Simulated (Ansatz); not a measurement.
## Electronic structure of CH6GeO4 in real space

```yaml
atoms:
  - { symbol: C, position_ang: [1.7077, 1.5244, 0.8314] }
  - { symbol: Ge, position_ang: [-0.9088, 1.3217, -0.0308] }
  - { symbol: O, position_ang: [0.5515, 0.7264, 0.7368] }
  - { symbol: O, position_ang: [-0.4151, 2.0971, -1.5262] }
  - { symbol: O, position_ang: [-1.8126, 2.5336, 0.8645] }
  - { symbol: O, position_ang: [-1.9482, -0.0811, -0.2014] }
  - { symbol: H, position_ang: [2.5541, 0.8728, 1.0975] }
  - { symbol: H, position_ang: [1.9433, 2.0298, -0.1208] }
  - { symbol: H, position_ang: [1.6087, 2.2942, 1.6176] }
  - { symbol: H, position_ang: [-1.0314, 2.7890, -1.7915] }
  - { symbol: H, position_ang: [-2.4176, 2.1355, 1.5006] }
  - { symbol: H, position_ang: [-1.4356, -0.8946, -0.2741] }
```

Geometry: PBE0-D4/def2-SVP.

The calculation used Ansatz 0.2.0, isolated molecule in a Gaussian basis; Kohn-Sham density functional theory, functional PBE0.

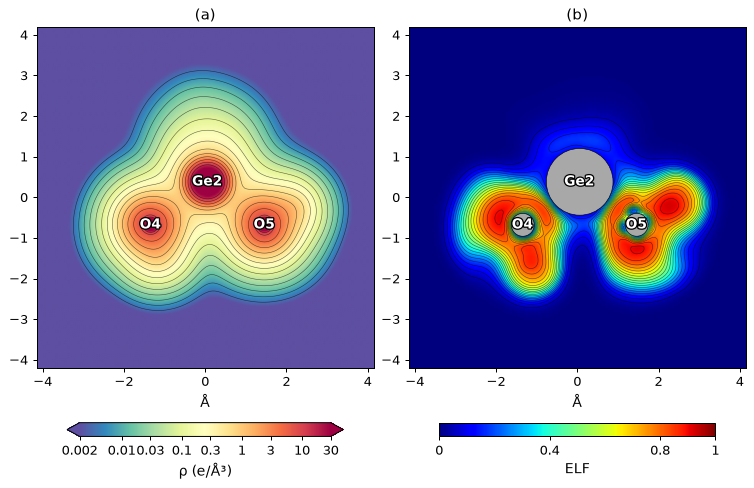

Figure 1. (a) electron density; (b) electron localisation function on the plane of atoms O4, Ge2 and O5. Grey discs cover the atomic cores in the ELF map.

Q: Describe what can be read from this map.

A:
- Atoms in the plane: Ge and O.
- Ge–O (1.76 Å): ρ at the midpoint is about 1 e/Å³; the ELF peaks at about 0.85 in the valence shell of O, 0.6 Å from its nucleus, and is about 0.35 at the midpoint.
- The ELF also peaks beside O5 and O4, away from the bonds: lone-pair regions.

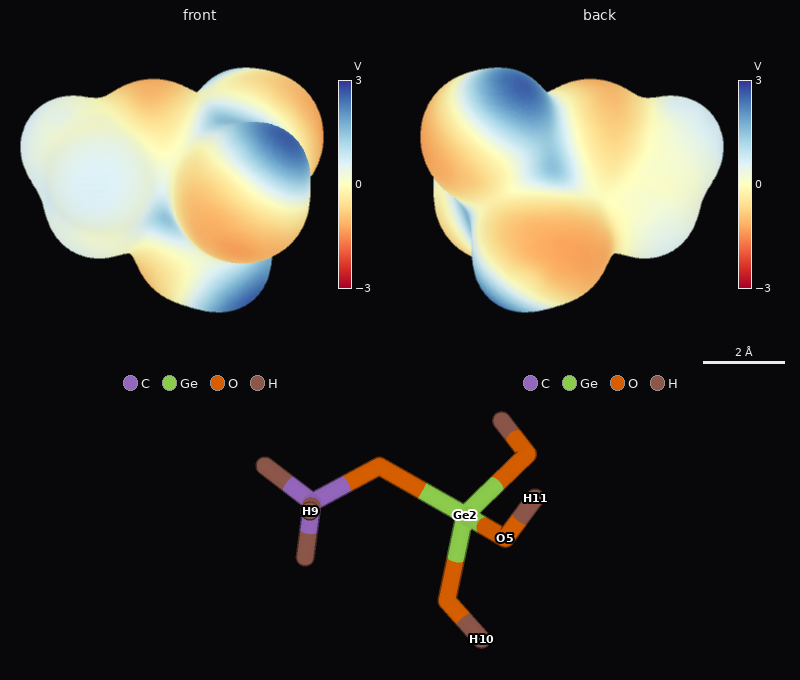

Figure 2. The molecular electrostatic potential painted on the density surface at 0.002 e/bohr³, seen from the front and from behind; the colour scale runs from red (negative) to blue (positive). The bare structure is drawn below in the same view.

Q: Where is the surface potential most negative and most positive?

A: The most negative region (about −1.3 V, or −30 kcal/mol for a unit charge) lies over O4, O5 and O6, the most positive (about +2.5 V, or +58 kcal/mol for a unit charge) over H10, H11 and H12.

Q: How polar is the molecule by this calculation?

A: Its dipole moment is 0.55 D.

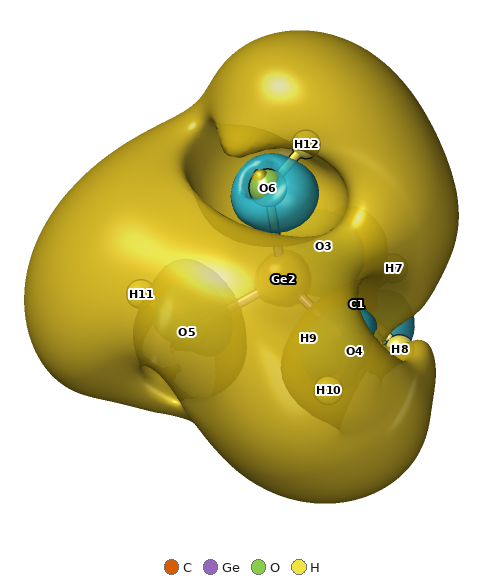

Figure 3. One frontier orbital at ±0.05 Å⁻³ᐟ² (yellow and cyan are the two phases), seen at an oblique angle.

Q: Which orbital is it: HOMO or LUMO?

A: The LUMO, at −0.62 eV. By Hirshfeld shares it lies mainly on Ge2 (about 30 %), H11 (about 10 %), H12 (about 10 %), H10 (about 10 %), O5 (about 10 %) and O6 (about 10 %).

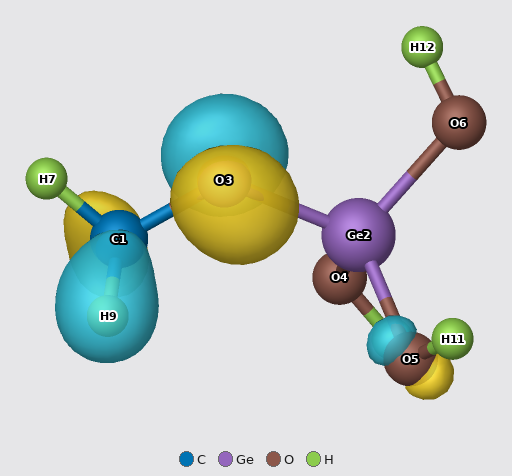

Figure 4. One frontier orbital at ±0.2 Å⁻³ᐟ² (yellow and cyan are the two phases), seen at a tilt.

Q: Which orbital is it: HOMO or LUMO?

A: The HOMO, at −8.41 eV. It lies mainly on O3 (about 55 %), C1 (about 15 %) and H9 (about 10 %).
